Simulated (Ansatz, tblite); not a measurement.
# The cluster Sn17AsH28−: spin states and exact exchange

Is the singlet the ground state of the cluster Sn17AsH28−? Other spin states are computed and compared level by level.

Program: Ansatz 0.2.0, Gaussian basis. Level of theory: as each input shows. These are calculated values, not measurements.

Plan: triplet, relaxed (GFN1-xTB, GFN2-xTB, PBE0-D4/def2-SVP, PBE-D4/def2-SVP, r2SCAN-D4/def2-SVP, B2PLYP/def2-SVP, B97M-V/def2-SVP); the singlet's energies come from earlier runs.

2 further runs of the same task are left out: 2 for a known fault of the program.

## Step 1: The relaxed structure

The geometry is that of the singlet, from an earlier relaxation (PBE-D4/def2-SVP).

46 atoms, charge -1, spin multiplicity 1.

Atoms are counted from 1 here; the program's logs count them from 0.

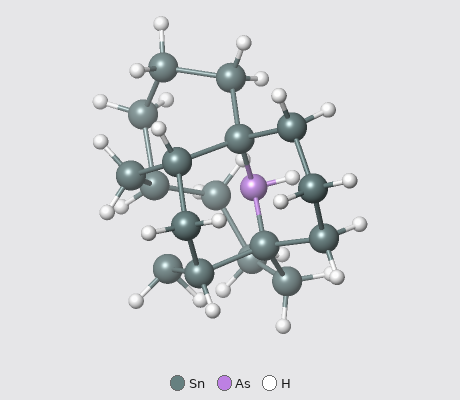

The structure; tin teal, arsenic purple, hydrogen white.

Sn takes a core potential in the def2 sets. No spin-orbit coupling is included. The ion is computed in the gas phase, without counter-ions or solvent.

## Step 2: Relaxing the triplet

File in.yaml:

```yaml
crystal:
  periodic: [false, false, false]
  atoms:
    - {symbol: Sn, position_ang: [-3.905470, -0.454095, -2.454989]}
    - {symbol: Sn, position_ang: [-4.129491, 2.682119, 0.793832]}
    - {symbol: Sn, position_ang: [-0.218952, -3.578722, -1.571494]}
    - {symbol: As, position_ang: [-1.108543, -0.629312, 0.348096]}
    - {symbol: Sn, position_ang: [3.706661, -3.875532, 0.024718]}
    - {symbol: Sn, position_ang: [2.216530, -2.184934, -1.819810]}
    - {symbol: Sn, position_ang: [1.520617, -1.681473, 3.629844]}
    - {symbol: Sn, position_ang: [-0.451089, 2.573020, -2.705073]}
    - {symbol: Sn, position_ang: [2.229596, 1.992331, 0.801250]}
    - {symbol: Sn, position_ang: [-1.118555, 2.060278, 4.105763]}
    - {symbol: Sn, position_ang: [-2.519285, -2.844098, -3.033462]}
    - {symbol: Sn, position_ang: [-2.332730, 1.360712, -0.946559]}
    - {symbol: Sn, position_ang: [-2.748635, 3.991652, 2.867578]}
    - {symbol: Sn, position_ang: [0.486306, 0.096484, -3.903051]}
    - {symbol: Sn, position_ang: [0.342715, 0.499007, 2.256126]}
    - {symbol: Sn, position_ang: [3.958939, -2.580277, 2.528595]}
    - {symbol: Sn, position_ang: [3.426541, 0.250799, -1.072166]}
    - {symbol: Sn, position_ang: [0.979173, 4.010651, -0.720936]}
    - {symbol: H, position_ang: [-4.508610, 0.181832, -3.961851]}
    - {symbol: H, position_ang: [-5.334458, -0.948179, -1.571330]}
    - {symbol: H, position_ang: [-5.213411, 1.551174, 1.563304]}
    - {symbol: H, position_ang: [-5.164128, 3.819479, -0.034405]}
    - {symbol: H, position_ang: [-0.546798, -3.926997, 0.101078]}
    - {symbol: H, position_ang: [0.272103, -5.134461, -2.239877]}
    - {symbol: H, position_ang: [-2.297894, -0.951509, 1.279143]}
    - {symbol: H, position_ang: [3.019257, -5.426501, 0.461963]}
    - {symbol: H, position_ang: [5.367097, -4.271976, -0.379858]}
    - {symbol: H, position_ang: [2.938673, -2.657589, -3.340230]}
    - {symbol: H, position_ang: [0.338573, -2.962400, 3.698974]}
    - {symbol: H, position_ang: [1.742647, -1.191942, 5.294035]}
    - {symbol: H, position_ang: [-1.464731, 3.816883, -3.436790]}
    - {symbol: H, position_ang: [3.501180, 2.529728, 1.873050]}
    - {symbol: H, position_ang: [-2.155370, 1.004441, 5.029832]}
    - {symbol: H, position_ang: [-0.044310, 2.782961, 5.276634]}
    - {symbol: H, position_ang: [-3.605230, -4.199771, -2.785217]}
    - {symbol: H, position_ang: [-2.078962, -2.933942, -4.713069]}
    - {symbol: H, position_ang: [-3.808888, 4.744036, 4.035369]}
    - {symbol: H, position_ang: [-1.750523, 5.265162, 2.234462]}
    - {symbol: H, position_ang: [-1.205340, -0.041762, -4.520467]}
    - {symbol: H, position_ang: [1.086172, 0.934050, -5.368512]}
    - {symbol: H, position_ang: [4.934952, -1.139581, 2.426649]}
    - {symbol: H, position_ang: [4.717090, -3.534853, 3.782696]}
    - {symbol: H, position_ang: [5.023712, -0.206793, -0.516720]}
    - {symbol: H, position_ang: [3.674920, 1.128960, -2.558882]}
    - {symbol: H, position_ang: [0.019837, 4.986090, 0.364706]}
    - {symbol: H, position_ang: [2.237611, 5.078850, -1.297749]}
basis:
  gaussian: {orbitals: def2-SVP, fitting: {mean_field: def2-universal-jkfit}}
total_charge: -1
magnetization: {spin_polarized: true, initial_magnetization: 2}
hamiltonian: {xc: pbe, dispersion: d4}
scf: {lower_state_search: "off"}
output: {orbitals: {seedname: orbitals}}
relax: {f_tol: 0.03, max_steps: 70}
```

Run with:

```sh
ansatz run in.yaml --threads 4 --pin off --events-out ev --progress --plain --max-ram 46080MiB --backend cuda --devices 0, --max-vram 37GiB
```

The program printed:

```text
Functional definition: PBE
  name "PBE"
  cite "Perdew, Burke & Ernzerhof, Phys. Rev. Lett. 77, 3865 (1996) doi:10.1103/PhysRevLett.77.3865"
  parent pbe
  parameter kappa = 0.804
  parameter beta = 0.06672455060314922
  exchange = pbe_x(kappa = kappa, mu = beta*pi^2/3)
  correlation = pbe_c(beta = beta)
these checks for a lower state are left out or cut short: stability, starts, cluster_reference, orbital_swaps, neighbouring_geometries, increment
4476 factors; integrals over basis functions are off by at most 3.4e-1 eV
mean field evaluation 1: about -160409.3910 eV, gradient 3.7e1 eV
mean field evaluation 2: about -160365.3805 eV, gradient 8.3e1 eV
mean field evaluation 4: about -160412.1077 eV, gradient 2.3e1 eV
mean field evaluation 8: about -160418.3689 eV, gradient 4.8e0 eV
mean field evaluation 16: about -160418.2066 eV, gradient 5.3e0 eV
mean field -160418.64361705 eV, -5895.2764172647 hartree, gradient 2.9e-6 eV, S^2 2.002079; 0 other end points of the search recorded, 0 dependent functions left out
the calculation of the forces begins
reference -160418.64374223 eV, -5895.2764218648 hartree; 219, 217 occupied and 395, 397 virtual orbitals, 4476 factors
relax step   1: F+E_penalty+E_count = -160421.85362885 eV  Δ(F+E_penalty+E_count) = +0.000e0 eV  max|allowed force component| = 6.290e-1 eV/Å  Δτ_max = 0.0000 Å  (51 SCF iters, accepted)
these checks for a lower state are left out or cut short: stability, starts, cluster_reference, orbital_swaps, neighbouring_geometries, increment
4476 factors; integrals over basis functions are off by at most 3.5e-1 eV
mean field evaluation 32: about -160419.0524 eV, gradient 1.5e-6 eV
mean field -160419.05236968 eV, -5895.2914386468 hartree, gradient 1.5e-6 eV, S^2 2.002600; 0 other end points of the search recorded, 0 dependent functions left out
the calculation of the forces begins
reference -160419.05249604 eV, -5895.2914432901 hartree; 219, 217 occupied and 395, 397 virtual orbitals, 4476 factors
relax step   2: F+E_penalty+E_count = -160422.22275373 eV  Δ(F+E_penalty+E_count) = -3.691e-1 eV  max|allowed force component| = 5.623e-1 eV/Å  Δτ_max = 0.1926 Å  (38 SCF iters, accepted)
these checks for a lower state are left out or cut short: stability, starts, cluster_reference, orbital_swaps, neighbouring_geometries, increment
4476 factors; integrals over basis functions are off by at most 3.5e-1 eV
mean field -160419.36102369 eV, -5895.3027814723 hartree, gradient 1.6e-6 eV, S^2 2.002388; 0 other end points of the search recorded, 0 dependent functions left out
the calculation of the forces begins
reference -160419.36115002 eV, -5895.3027861147 hartree; 219, 217 occupied and 395, 397 virtual orbitals, 4476 factors
relax step   3: F+E_penalty+E_count = -160422.51373817 eV  Δ(F+E_penalty+E_count) = -2.910e-1 eV  max|allowed force component| = 3.188e-1 eV/Å  Δτ_max = 0.1948 Å  (38 SCF iters, accepted)
[... from here on, the SCF cycles and remarks between the steps are left out ...]
relax step   4: F+E_penalty+E_count = -160422.80386206 eV  Δ(F+E_penalty+E_count) = -2.901e-1 eV  max|allowed force component| = 2.212e-1 eV/Å  Δτ_max = 0.1949 Å  (33 SCF iters, accepted)
relax step   5: F+E_penalty+E_count = -160422.91081195 eV  Δ(F+E_penalty+E_count) = -1.069e-1 eV  max|allowed force component| = 1.950e-1 eV/Å  Δτ_max = 0.1951 Å  (25 SCF iters, accepted)
relax step   6: F+E_penalty+E_count = -160422.95038702 eV  Δ(F+E_penalty+E_count) = -3.958e-2 eV  max|allowed force component| = 1.215e-1 eV/Å  Δτ_max = 0.2000 Å  (21 SCF iters, accepted)
relax step   7: F+E_penalty+E_count = -160422.93555501 eV  Δ(F+E_penalty+E_count) = +1.483e-2 eV  max|allowed force component| = 2.555e-1 eV/Å  Δτ_max = 0.2000 Å  (23 SCF iters, rejected (line search))
relax step   8: F+E_penalty+E_count = -160422.96987983 eV  Δ(F+E_penalty+E_count) = -1.949e-2 eV  max|allowed force component| = 8.067e-2 eV/Å  Δτ_max = 0.0983 Å  (21 SCF iters, accepted)
relax step   9: F+E_penalty+E_count = -160422.97563760 eV  Δ(F+E_penalty+E_count) = -5.758e-3 eV  max|allowed force component| = 7.692e-2 eV/Å  Δτ_max = 0.0900 Å  (21 SCF iters, accepted)
relax step  10: F+E_penalty+E_count = -160422.98044369 eV  Δ(F+E_penalty+E_count) = -4.806e-3 eV  max|allowed force component| = 6.807e-2 eV/Å  Δτ_max = 0.0601 Å  (20 SCF iters, accepted)
relax step  11: F+E_penalty+E_count = -160422.98542159 eV  Δ(F+E_penalty+E_count) = -4.978e-3 eV  max|allowed force component| = 5.630e-2 eV/Å  Δτ_max = 0.1060 Å  (21 SCF iters, accepted)
relax step  12: F+E_penalty+E_count = -160422.98776979 eV  Δ(F+E_penalty+E_count) = -2.348e-3 eV  max|allowed force component| = 8.413e-2 eV/Å  Δτ_max = 0.0844 Å  (20 SCF iters, accepted)
relax step  13: F+E_penalty+E_count = -160422.98955688 eV  Δ(F+E_penalty+E_count) = -1.787e-3 eV  max|allowed force component| = 7.461e-2 eV/Å  Δτ_max = 0.0575 Å  (20 SCF iters, accepted)
relax step  14: F+E_penalty+E_count = -160422.99101059 eV  Δ(F+E_penalty+E_count) = -1.454e-3 eV  max|allowed force component| = 5.187e-2 eV/Å  Δτ_max = 0.0549 Å  (20 SCF iters, accepted)
relax step  15: F+E_penalty+E_count = -160422.99232798 eV  Δ(F+E_penalty+E_count) = -1.317e-3 eV  max|allowed force component| = 4.602e-2 eV/Å  Δτ_max = 0.0302 Å  (20 SCF iters, accepted)
relax step  16: F+E_penalty+E_count = -160422.99326445 eV  Δ(F+E_penalty+E_count) = -9.365e-4 eV  max|allowed force component| = 3.215e-2 eV/Å  Δτ_max = 0.0304 Å  (17 SCF iters, accepted)
relax step  17: F+E_penalty+E_count = -160422.99472893 eV  Δ(F+E_penalty+E_count) = -1.464e-3 eV  max|allowed force component| = 3.998e-2 eV/Å  Δτ_max = 0.0732 Å  (20 SCF iters, accepted)
relax step  18: F+E_penalty+E_count = -160422.99592871 eV  Δ(F+E_penalty+E_count) = -1.200e-3 eV  max|allowed force component| = 4.758e-2 eV/Å  Δτ_max = 0.0787 Å  (20 SCF iters, accepted)
relax step  19: F+E_penalty+E_count = -160422.99012495 eV  Δ(F+E_penalty+E_count) = +5.804e-3 eV  max|allowed force component| = 1.381e-1 eV/Å  Δτ_max = 0.1960 Å  (20 SCF iters, rejected (line search))
relax step  20: F+E_penalty+E_count = -160422.99744844 eV  Δ(F+E_penalty+E_count) = -1.520e-3 eV  max|allowed force component| = 4.018e-2 eV/Å  Δτ_max = 0.0964 Å  (21 SCF iters, accepted)
relax step  21: F+E_penalty+E_count = -160422.98760558 eV  Δ(F+E_penalty+E_count) = +9.843e-3 eV  max|allowed force component| = 1.036e-1 eV/Å  Δτ_max = 0.0969 Å  (21 SCF iters, rejected (line search))
relax step  22: F+E_penalty+E_count = -160423.00017753 eV  Δ(F+E_penalty+E_count) = -2.729e-3 eV  max|allowed force component| = 2.253e-2 eV/Å  Δτ_max = 0.0468 Å  (20 SCF iters, accepted)
relax step  23: F+E_penalty+E_count = -160423.00119889 eV  Δ(F+E_penalty+E_count) = -1.021e-3 eV  max|allowed force component| = 3.706e-2 eV/Å  Δτ_max = 0.0485 Å  (20 SCF iters, accepted)
relax step  24: F+E_penalty+E_count = -160423.00273658 eV  Δ(F+E_penalty+E_count) = -1.538e-3 eV  max|allowed force component| = 5.584e-2 eV/Å  Δτ_max = 0.0727 Å  (20 SCF iters, accepted)
relax step  25: F+E_penalty+E_count = -160423.00463054 eV  Δ(F+E_penalty+E_count) = -1.894e-3 eV  max|allowed force component| = 5.797e-2 eV/Å  Δτ_max = 0.1089 Å  (20 SCF iters, accepted)
relax step  26: F+E_penalty+E_count = -160423.00576910 eV  Δ(F+E_penalty+E_count) = -1.139e-3 eV  max|allowed force component| = 6.709e-2 eV/Å  Δτ_max = 0.1060 Å  (21 SCF iters, accepted)
relax step  27: F+E_penalty+E_count = -160423.00670512 eV  Δ(F+E_penalty+E_count) = -9.360e-4 eV  max|allowed force component| = 6.277e-2 eV/Å  Δτ_max = 0.0928 Å  (21 SCF iters, accepted)
relax step  28: F+E_penalty+E_count = -160422.98822508 eV  Δ(F+E_penalty+E_count) = +1.848e-2 eV  max|allowed force component| = 1.751e-1 eV/Å  Δτ_max = 0.1957 Å  (21 SCF iters, rejected (line search))
relax step  29: F+E_penalty+E_count = -160423.00439480 eV  Δ(F+E_penalty+E_count) = +2.310e-3 eV  max|allowed force component| = 6.043e-2 eV/Å  Δτ_max = 0.0951 Å  (21 SCF iters, rejected (line search))
relax step  30: F+E_penalty+E_count = -160423.01003485 eV  Δ(F+E_penalty+E_count) = -3.330e-3 eV  max|allowed force component| = 2.115e-2 eV/Å  Δτ_max = 0.0459 Å  (21 SCF iters, accepted)
relax step  31: F+E_penalty+E_count = -160423.01116450 eV  Δ(F+E_penalty+E_count) = -1.130e-3 eV  max|allowed force component| = 1.451e-2 eV/Å  Δτ_max = 0.0983 Å  (21 SCF iters, accepted)
relax step  32: F+E_penalty+E_count = -160423.01210607 eV  Δ(F+E_penalty+E_count) = -9.416e-4 eV  max|allowed force component| = 4.258e-2 eV/Å  Δτ_max = 0.1472 Å  (21 SCF iters, accepted)
relax step  33: F+E_penalty+E_count = -160423.01248112 eV  Δ(F+E_penalty+E_count) = -3.751e-4 eV  max|allowed force component| = 3.482e-2 eV/Å  Δτ_max = 0.0196 Å  (17 SCF iters, accepted)
these checks for a lower state are left out or cut short: stability, starts, cluster_reference, orbital_swaps, neighbouring_geometries, increment
4476 factors; integrals over basis functions are off by at most 3.5e-1 eV
mean field -160419.86960972 eV, -5895.3214716640 hartree, gradient 1.9e-6 eV, S^2 2.002925; 0 other end points of the search recorded, 0 dependent functions left out
the calculation of the forces begins
reference -160419.86973601 eV, -5895.3214763054 hartree; 219, 217 occupied and 395, 397 virtual orbitals, 4476 factors
relax step  34: F+E_penalty+E_count = -160423.01311185 eV  Δ(F+E_penalty+E_count) = -6.307e-4 eV  max|allowed force component| = 1.861e-2 eV/Å  Δτ_max = 0.0405 Å  (21 SCF iters, accepted)
Total energy: -160423.01323815 eV, -5895.4369978780 hartree
Atom 0 at    -3.937087    -0.855245    -2.334319 Å, force    -0.004061    -0.001285     0.002279 eV/Å
Atom 1 at    -4.150460     2.278886     0.917937 Å, force     0.013221    -0.000243     0.001469 eV/Å
Atom 2 at    -0.266294    -3.797560    -2.094661 Å, force    -0.001261     0.009607     0.007793 eV/Å
Atom 3 at    -0.904094    -0.884582     0.712876 Å, force    -0.006203     0.004227     0.004378 eV/Å
Atom 4 at     2.844083    -3.759113     0.070511 Å, force     0.005832    -0.014633     0.004523 eV/Å
Atom 5 at     1.856891    -1.594763    -1.886711 Å, force     0.007653    -0.002772    -0.000489 eV/Å
Atom 6 at     1.811824    -1.267386     3.909255 Å, force     0.003782    -0.001126    -0.003486 eV/Å
Atom 7 at    -0.665098     2.414322    -2.364437 Å, force    -0.005469     0.002048    -0.002883 eV/Å
Atom 8 at     2.521381     2.130365     0.773793 Å, force     0.005069     0.005297     0.002060 eV/Å
Atom 9 at    -0.896474     2.336066     4.009086 Å, force    -0.000457     0.000444     0.007712 eV/Å
Atom 10 at    -2.565513    -2.997364    -3.562265 Å, force    -0.004374    -0.003124    -0.003611 eV/Å
Atom 11 at    -2.345810     0.848539    -0.721235 Å, force     0.008106     0.001903     0.001733 eV/Å
Atom 12 at    -2.792486     3.963277     2.714079 Å, force     0.002005    -0.001046    -0.002980 eV/Å
Atom 13 at     0.708277     0.403104    -3.824641 Å, force    -0.005011    -0.000504    -0.001418 eV/Å
Atom 14 at     0.598642     0.686384     2.259376 Å, force    -0.002405    -0.002976    -0.006107 eV/Å
Atom 15 at     3.794930    -2.724531     2.537049 Å, force     0.002190     0.008551    -0.006945 eV/Å
Atom 16 at     3.920891     0.400442    -0.995455 Å, force     0.018610     0.003983    -0.007071 eV/Å
Atom 17 at     0.974935     3.978288    -0.688690 Å, force     0.001730    -0.003145    -0.004418 eV/Å
Atom 18 at    -4.784249     0.121512    -3.508679 Å, force     0.003057     0.001886    -0.001471 eV/Å
Atom 19 at    -5.198273    -1.504901    -1.314641 Å, force    -0.001276    -0.002591    -0.000353 eV/Å
Atom 20 at    -5.092835     1.164971     1.872176 Å, force    -0.007621    -0.005451     0.004318 eV/Å
Atom 21 at    -5.310866     3.176198    -0.025841 Å, force    -0.006912     0.006742    -0.006530 eV/Å
Atom 22 at    -0.955008    -4.249636    -0.549894 Å, force    -0.001792     0.002825    -0.001174 eV/Å
Atom 23 at     0.221099    -5.337413    -2.802134 Å, force     0.002067    -0.010946    -0.003689 eV/Å
Atom 24 at    -2.006085    -0.987234     1.799926 Å, force     0.003056    -0.004710    -0.002065 eV/Å
Atom 25 at     1.697551    -4.984743     0.587472 Å, force     0.001310     0.005229    -0.002629 eV/Å
Atom 26 at     4.179027    -4.704076    -0.582987 Å, force    -0.009022     0.007925     0.002021 eV/Å
Atom 27 at     2.884445    -2.308844    -3.152783 Å, force    -0.000762     0.000962     0.001739 eV/Å
Atom 28 at     0.567396    -2.350202     4.474046 Å, force    -0.003937    -0.005898     0.002478 eV/Å
Atom 29 at     2.453858    -0.529724     5.356293 Å, force     0.004857     0.006878     0.002342 eV/Å
Atom 30 at    -1.743044     3.445041    -3.286742 Å, force     0.000916    -0.001543    -0.000041 eV/Å
Atom 31 at     3.457930     2.986746     1.983586 Å, force    -0.001256    -0.000628    -0.001143 eV/Å
Atom 32 at    -1.785142     1.332406     5.127541 Å, force     0.004430     0.002432    -0.002054 eV/Å
Atom 33 at     0.165581     3.298126     5.006718 Å, force    -0.002695    -0.004273    -0.003642 eV/Å
Atom 34 at    -3.745144    -4.286043    -3.721218 Å, force     0.001588     0.002467    -0.000540 eV/Å
Atom 35 at    -2.220413    -2.522157    -5.201068 Å, force     0.000349     0.001474     0.001732 eV/Å
Atom 36 at    -3.865208     4.744806     3.849603 Å, force    -0.000613    -0.001875     0.001390 eV/Å
Atom 37 at    -1.997671     5.240452     1.845932 Å, force     0.000585     0.001830     0.001288 eV/Å
Atom 38 at    -0.595195    -0.290682    -4.779858 Å, force     0.002885     0.003667    -0.002264 eV/Å
Atom 39 at     1.714011     1.201791    -5.030939 Å, force     0.001731     0.001392     0.001924 eV/Å
Atom 40 at     5.140325    -1.640736     2.320482 Å, force    -0.004095    -0.001162     0.003268 eV/Å
Atom 41 at     4.393097    -3.970283     3.612781 Å, force     0.000669    -0.003670     0.002630 eV/Å
Atom 42 at     5.273448    -0.195788    -0.043689 Å, force    -0.012833     0.006600    -0.005801 eV/Å
Atom 43 at     4.684745     1.507964    -2.139162 Å, force    -0.010450    -0.012968     0.013312 eV/Å
Atom 44 at     0.017474     5.014501     0.335694 Å, force    -0.002959    -0.001220     0.002108 eV/Å
Atom 45 at     1.970109     5.052819    -1.638960 Å, force    -0.000238    -0.000583     0.000306 eV/Å
Dipole moment:    -0.307567     0.623387     0.393002 e Å
Checks for a lower state left out: stability, starts, cluster_reference, orbital_swaps, neighbouring_geometries, increment
```

Run time: 3.7 min. Hardware: 1 × H100 (card shared with other runs) with 4 threads of AMD EPYC 7R13, shared host; peak host memory 1.4 GiB.

Step by step: (not every step is listed) (the energy doesn't fall at every step)

```csv
step,energy from step 1 (eV),largest force component (eV/Å)
1,0.0000,0.6290
2,-0.3691,0.5623
3,-0.6601,0.3188
4,-0.9502,0.2212
5,-1.0572,0.1950
6,-1.0968,0.1215
7,-1.0819,0.2555
8,-1.1163,0.0807
9,-1.1220,0.0769
11,-1.1318,0.0563
13,-1.1359,0.0746
15,-1.1387,0.0460
17,-1.1411,0.0400
19,-1.1365,0.1381
21,-1.1340,0.1036
23,-1.1476,0.0371
25,-1.1510,0.0580
27,-1.1531,0.0628
29,-1.1508,0.0604
30,-1.1564,0.0211
31,-1.1575,0.0145
32,-1.1585,0.0426
33,-1.1589,0.0348
34,-1.1595,0.0186
```

The force was under the threshold of 0.03 eV/Å already at step 22, but the program went on to step 34.

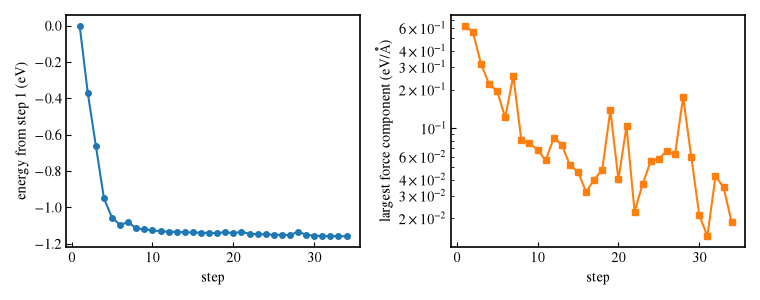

Energy and force, step by step.

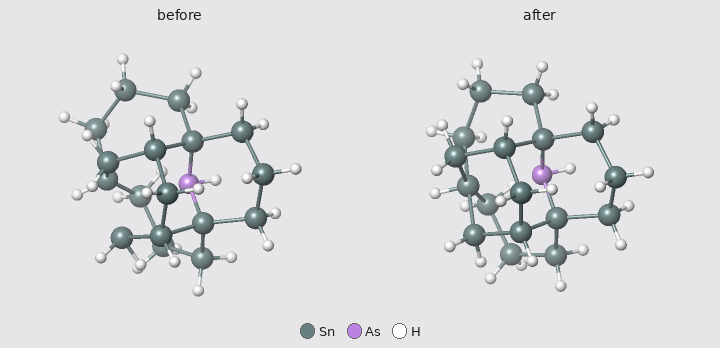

Before and after, at one scale.

Distances of close pairs at the start and the end, largest changes first:

```csv
bond,before (Å),after (Å),change (Å)
Sn6–Sn14,3.541,3.011,-0.530
Sn3–Sn6,2.817,3.067,+0.249
Sn6–Sn17,2.821,3.006,+0.185
Sn5–Sn6,2.912,3.081,+0.168
Sn8–Sn14,2.906,2.840,-0.067
Sn14–H39,1.806,1.759,-0.047
Sn6–H28,1.748,1.780,+0.032
Sn14–H40,1.791,1.762,-0.029
```

## Step 3: Triplet, GFN1-xTB

Tight binding, by tblite at 300 K electronic temperature and without a spin-polarisation term:

```python
tblite.interface.Calculator('GFN1-xTB', numbers, positions, charge=-1, uhf=2).singlepoint()
```

Energy -1649.6750 eV; 0.36 s.

## Step 4: Triplet, GFN2-xTB

Tight binding, by tblite at 300 K electronic temperature and without a spin-polarisation term:

```python
tblite.interface.Calculator('GFN2-xTB', numbers, positions, charge=-1, uhf=2).singlepoint()
```

Energy -1442.5169 eV; 0.6 s.

(Part 1 of 2 ends here.)
